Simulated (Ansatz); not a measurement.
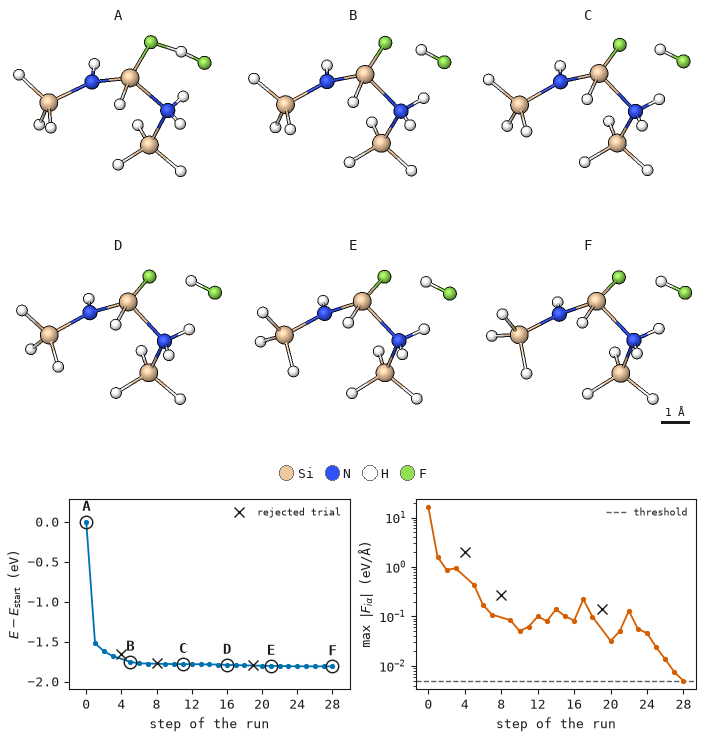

Frames of a relaxation of Si$_{3}$N$_{2}$H$_{11}$F$_{2}$ (multiplicity 2) (started from a transition state, displaced along its imaginary mode), marked on the history of the run. A ball-and-stick model, seen at a tilt.

All numbers below come from UKS PBE0-D4/def2-TZVP in Ansatz.

Input
```yaml
crystal:
  periodic: [false, false, false]
  atoms:
    - {symbol: Si, position_ang: [-0.103758, -0.088226, 1.423422]}
    - {symbol: N, position_ang: [1.496155, 0.385894, 0.462379]}
    - {symbol: Si, position_ang: [1.368274, 0.090371, -1.349548]}
    - {symbol: N, position_ang: [-1.359719, -0.226186, 0.265108]}
    - {symbol: Si, position_ang: [-2.206616, -1.593709, -0.382525]}
    - {symbol: H, position_ang: [0.319732, -1.546490, 1.601158]}
    - {symbol: H, position_ang: [0.594082, 2.468533, 1.168855]}
    - {symbol: F, position_ang: [-0.416835, 1.872175, 1.411940]}
    - {symbol: H, position_ang: [1.625407, 1.177812, 0.652024]}
    - {symbol: F, position_ang: [1.423946, 2.905421, 0.826924]}
    - {symbol: H, position_ang: [2.270950, -0.152411, 0.839908]}
    - {symbol: H, position_ang: [2.746894, 0.276072, -1.866270]}
    - {symbol: H, position_ang: [0.410031, 1.055070, -1.894453]}
    - {symbol: H, position_ang: [0.948521, -1.335570, -1.524663]}
    - {symbol: H, position_ang: [-1.782434, 0.683986, 0.111859]}
    - {symbol: H, position_ang: [-3.580866, -1.701342, 0.166705]}
    - {symbol: H, position_ang: [-1.441656, -2.816598, -0.055141]}
    - {symbol: H, position_ang: [-2.311908, -1.454603, -1.857684]}
basis:
  gaussian: {orbitals: def2-TZVP}
magnetization: {spin_polarized: true, initial_magnetization: 1}
hamiltonian: {xc: pbe0, dispersion: d4}
relax: {f_tol: 0.005, max_steps: 200}
```

Launched with:
```bash
ansatz run in.yaml --threads 4 --pin off --events-out ev --progress --plain --max-ram 66560MiB --backend cuda --devices 0, --max-vram 37GiB
```

Q: What happens along the run?

A: The largest move after the best rigid fit is that of H16, 1.21 Å. By element the largest moves are H 1.21 Å, F 0.42 Å, Si 0.40 Å, N 0.30 Å. Among the contacts that change: H7–F8 1.199 → 1.550 Å, Si1–F8 1.985 → 1.749 Å, N2–H9 0.825 → 1.026 Å, H7–F10 0.998 → 0.953 Å. Among the angles between lasting bonds that change: Si1–N4–Si5 132.4° → 123.6°, Si1–N4–H15 109.6° → 116.9°, N4–Si1–H6 101.8° → 94.6°. Groups turn about N4–Si5 by about 55°. Over 25 accepted moves (28 points after the start) the energy falls by 1.809 eV. The largest force component goes from 16 to 0.005 eV/Å. The line search rejected the trial steps at points 4, 8, 19 of the run. The run took about 70 s of wall time on a shared GPU. From step 0 to 5: H atoms move most (0.21 Å), energy −1.752 eV. From step 5 to 11: H16 moves most (0.18 Å), energy −0.029 eV. From step 11 to 16: H16 moves most (0.38 Å), energy −0.009 eV. From step 16 to 21: H16 moves most (0.36 Å), energy −0.013 eV. From step 21 to 28: H18 moves most (0.26 Å), energy −0.005 eV.

| step | E − E(0), eV | largest force component, eV/Å | note |
| --- | --- | --- | --- |
| 0 | 0.0000 | 16.0006 |  |
| 1 | -1.5199 | 1.6074 |  |
| 2 | -1.6185 | 0.8773 |  |
| 3 | -1.6795 | 0.9376 |  |
| 4 | -1.6533 | 1.9912 | rejected |
| 5 | -1.7516 | 0.4358 |  |
| 6 | -1.7719 | 0.1700 |  |
| 7 | -1.7733 | 0.1083 |  |
| 8 | -1.7710 | 0.2689 | rejected |
| 9 | -1.7789 | 0.0842 |  |
| 10 | -1.7801 | 0.0508 |  |
| 11 | -1.7809 | 0.0616 |  |
| 12 | -1.7818 | 0.1001 |  |
| 13 | -1.7828 | 0.0801 |  |
| 14 | -1.7846 | 0.1396 |  |
| 15 | -1.7865 | 0.1010 |  |
| 16 | -1.7904 | 0.0828 |  |
| 17 | -1.7922 | 0.2210 |  |
| 18 | -1.7968 | 0.0988 |  |
| 19 | -1.7902 | 0.1424 | rejected |
| 20 | -1.8008 | 0.0322 |  |
| 21 | -1.8033 | 0.0501 |  |
| 22 | -1.8050 | 0.1303 |  |
| 23 | -1.8068 | 0.0559 |  |
| 24 | -1.8077 | 0.0459 |  |
| 25 | -1.8084 | 0.0239 |  |
| 26 | -1.8086 | 0.0136 |  |
| 27 | -1.8087 | 0.0075 |  |
| 28 | -1.8087 | 0.0050 |  |
